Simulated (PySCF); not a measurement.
# Run report: C6H3F3S, NMR shielding calculation

C6H3F3S, SMILES FC(F)=C(F)c1cccs1, computed with GIAO PBE0/pcSseg-1 NMR shielding, non-relativistic, gas phase (PySCF 2.14.0).

The geometry comes from this level: GFN2-xTB, MD frame at 250 fs, 400 K. It belongs to a series of runs on one base structure; here: MD frame at 250 fs, 400 K. Figures and captions count atoms from 1; the log counts them from 0 in places.

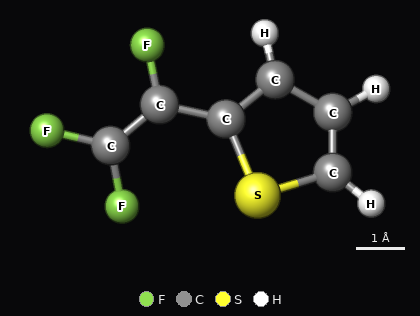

**Figure 1.** The structure as given in the input (ball-and-stick view, seen on its broad side). Bond lengths as drawn: C–C 1.31 to 1.42 Å, C–F 1.27 to 1.37 Å, C–H 1.04 to 1.14 Å and C–S 1.73 to 1.75 Å.

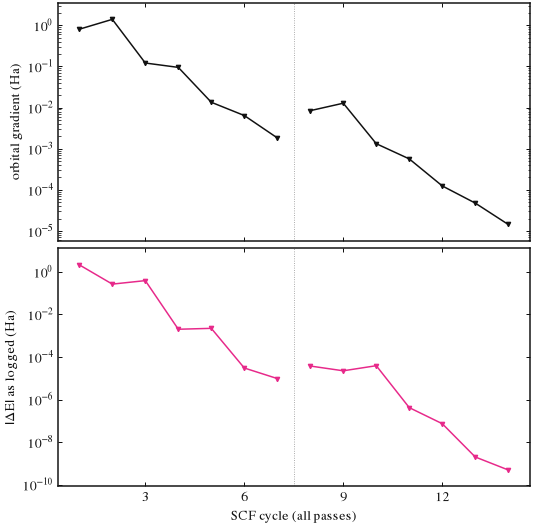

**Figure 2.** Convergence of the self-consistent field: orbital gradient and size of the energy change against the SCF cycle. The dotted line marks the change from a coarse to the final integration grid. The first 7 cycles use a coarse grid, the final grid takes over at cycle 8, and the field converges after 14 cycles in all.

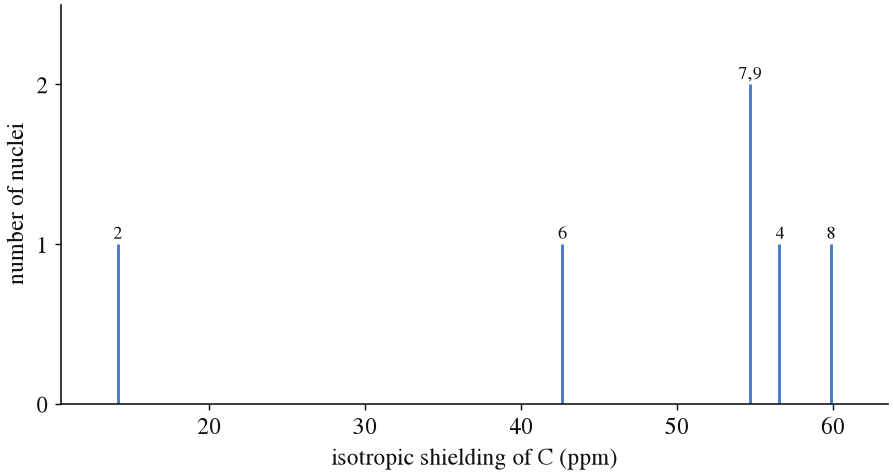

**Figure 3.** Isotropic shieldings of the carbon nuclei in this fixed geometry, labelled by atom number; shielding grows to the right, so chemical shift grows to the left. The least shielded is C2 (14.2 ppm), the most shielded C8 (59.9 ppm).

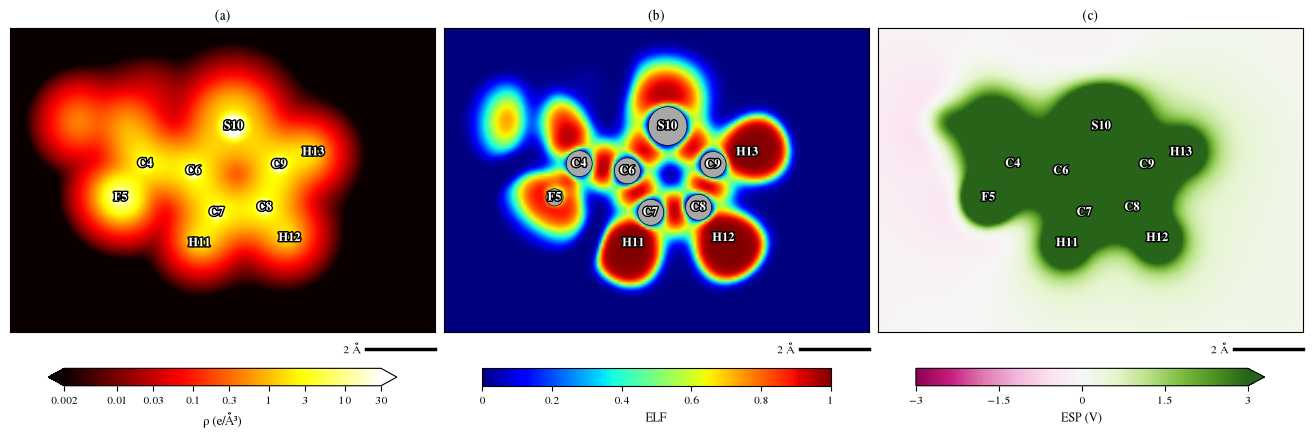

**Figure 4.** (a) total electron density; (b) electron localisation function; (c) electrostatic potential on the plane of atoms C6, S10 and C9. Grey discs, where drawn, cover atomic cores. Atoms in the plane: C, F, S and H.

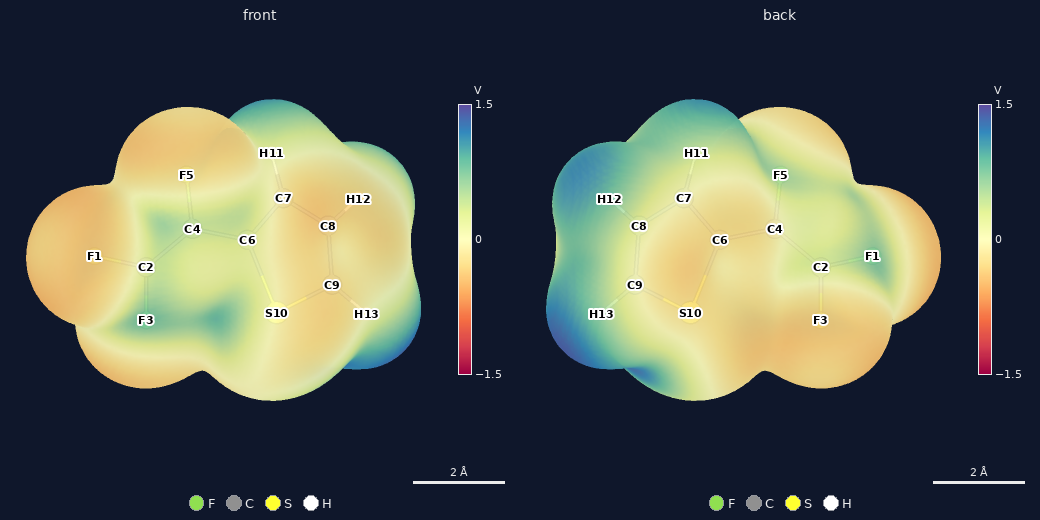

**Figure 5.** The electrostatic potential painted on the density surface at 0.002 e/bohr³, seen at a tilt and from behind; the colour scale runs from red (negative) to blue (positive). Its dipole moment is 2.26 D.

The input and output of the run follow.

The input:
```
{"job": {"kind": "nmr", "xc": "PBE0", "basis": "pcSseg-1", "pop": false}, "charge": 0, "multiplicity": 1}
F      3.606100     0.137300     0.731000
C      2.332200     0.314900     0.259700
F      2.246700     1.072500    -0.845500
C      1.231200    -0.269400     0.738800
F      1.359800    -1.185500     1.612600
C     -0.108700    -0.073100     0.298200
C     -1.157800    -0.980400     0.325700
C     -2.271300    -0.552700    -0.407500
C     -2.187900     0.672000    -0.875300
S     -0.642400     1.373700    -0.530400
H     -1.009400    -1.927900     0.720000
H     -3.172100    -1.220200    -0.589600
H     -2.939300     1.267500    -1.283700
```

The first line tells a small driver script what to run in PySCF; the rest is the geometry in Å.

Command:
```bash
OMP_NUM_THREADS=1 python <driver script> task.json out
```

Output:
```
coarse grid: 13264 points
cycle   1  E = -927.1221721529  dE =  2.122e+00  |g| = 8.053e-01  |ddm| = 3.879e+00
cycle   2  E = -926.8582295343  dE =  2.639e-01  |g| = 1.399e+00  |ddm| = 1.637e+00
cycle   3  E = -927.2432229806  dE = -3.850e-01  |g| = 1.213e-01  |ddm| = 1.221e+00
cycle   4  E = -927.2452227151  dE = -2.000e-03  |g| = 9.497e-02  |ddm| = 2.581e-01
cycle   5  E = -927.2474294126  dE = -2.207e-03  |g| = 1.347e-02  |ddm| = 9.784e-02
cycle   6  E = -927.2474596464  dE = -3.023e-05  |g| = 6.411e-03  |ddm| = 1.678e-02
cycle   7  E = -927.2474693031  dE = -9.657e-06  |g| = 1.831e-03  |ddm| = 7.448e-03
final grid: 129928 points
cycle   8  E = -927.3277346471  dE = -3.742e-05  |g| = 8.420e-03  |ddm| = 3.627e-02
cycle   9  E = -927.3277122899  dE =  2.236e-05  |g| = 1.278e-02  |ddm| = 1.961e-02
cycle  10  E = -927.3277510966  dE = -3.881e-05  |g| = 1.324e-03  |ddm| = 1.369e-02
cycle  11  E = -927.3277515125  dE = -4.159e-07  |g| = 5.652e-04  |ddm| = 1.966e-03
cycle  12  E = -927.3277515856  dE = -7.310e-08  |g| = 1.245e-04  |ddm| = 5.546e-04
cycle  13  E = -927.3277515876  dE = -1.998e-09  |g| = 4.757e-05  |ddm| = 1.291e-04
cycle  14  E = -927.3277515881  dE = -4.904e-10  |g| = 1.437e-05  |ddm| = 5.479e-05
converged SCF energy = -927.3277515881

GIAO shielding tensors (ppm)
atom      isotropic    diamagn.    paramagn.     s11        s22        s33       span
  0 F      272.930     469.659    -196.729    249.792    268.155    300.843     51.051
  1 C       14.151     253.721    -239.571    -38.434     30.108     50.778     89.212
  2 F      288.569     476.297    -187.728    221.974    312.038    331.695    109.721
  3 C       56.573     243.570    -186.998     18.182     57.224     94.312     76.131
  4 F      363.041     470.938    -107.897    277.612    373.733    437.777    160.165
  5 C       42.642     266.425    -223.783    -38.222     34.848    131.299    169.522
  6 C       54.627     249.031    -194.404    -22.678     32.760    153.799    176.477
  7 C       59.885     254.287    -194.402    -18.228     46.530    151.351    169.579
  8 C       54.737     262.151    -207.414    -37.655     58.732    143.134    180.790
  9 S      245.599    1056.513    -810.914    130.170    262.900    343.729    213.559
 10 H       25.015      32.886      -7.871     21.526     24.165     29.354      7.828
 11 H       23.776      27.542      -3.765     20.066     23.742     27.521      7.454
 12 H       24.908      31.720      -6.812     22.243     24.926     27.555      5.312
```

Results in brief:

| quantity | value |
| --- | --- |
| outcome | converged |
| total energy | −927.327752 hartree |
| HOMO | −6.60 eV |
| LUMO | −1.55 eV |
| dipole moment | 2.26 D |
| isotropic shielding, F | 272.9 to 363.0 ppm |
| isotropic shielding, C | 14.2 to 59.9 ppm |
| isotropic shielding, S | 245.6 ppm |
| isotropic shielding, H | 23.8 to 25.0 ppm |
| hardware | 1 CPU thread, shared host |
| wall time | 58 s |
| peak memory | 0.84 GiB |
